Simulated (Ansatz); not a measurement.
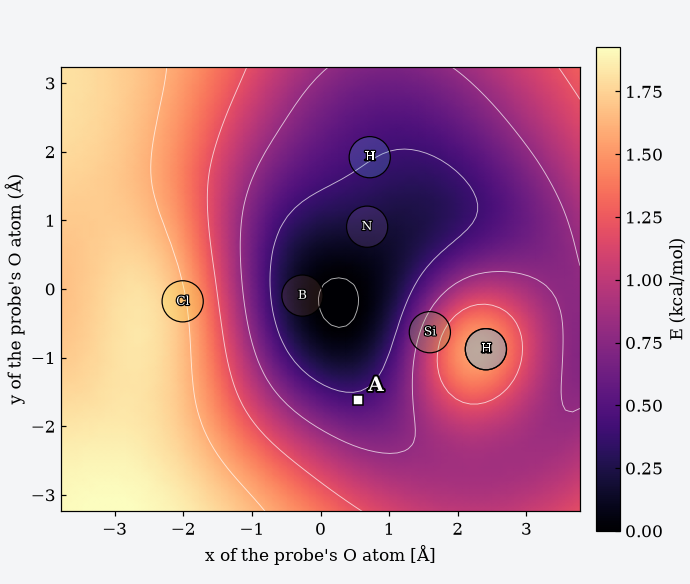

BClH₃NSi (SMILES ClB1N[SiH2]1) with the probe H2O. The probe is moved over a plane parallel to the molecule's main plane, 3.52 Å above it. The first coordinate is: x of the probe's O atom; the second: y of the probe's O atom. Nothing is relaxed (molecule and probe rigid, the probe upright with O nearest the plane). The grid has 15 × 13 points. Points are written as (first, second). All energies are given in kcal/mol relative to the lowest grid point. Level of theory: Ansatz, RKS PBE0-D4/def2-SVPD.

Drawn: a smooth colour map with a few white contour lines, labelled circles for the molecule's atoms, projected on the plane, the point A. Between grid points the surface is interpolated.

Is A at rest? If not, where is it pushed?

A, at (0.54 Å, −1.62 Å), is not a stationary point. The computed force is 0.022 eV/Å in the plane, pointing up in the picture (components −0.002 and 0.022 eV/Å).
